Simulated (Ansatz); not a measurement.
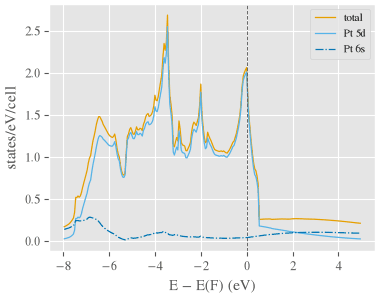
Total and projected density of states of Pt (fcc (Cu type), Fm-3m), the program Ansatz at the r²SCAN+D4 level (PAW)

### Question
Which orbitals carry the states next to the Fermi level?

### Answer
Within 0.5 eV of the Fermi level: Pt 5d 96 %. Projections are on Löwdin-orthogonalised atomic valence shells; empty p or d shells of many metals are not among them.

### Question
Where is the tallest occupied peak in this window, and what makes it?

### Answer
Near -3.4 eV, about 2.7 states/eV per cell; the largest projected share is Pt 5d.

Symmetry was held in the r²SCAN+D4 relaxation. No spin polarisation was allowed. The pairwise dispersion correction was not fitted to metals. Scalar-relativistic: spin–orbit coupling is off unless named, which matters more the heavier the elements.

Potentials: the later of the program's two PAW sets.
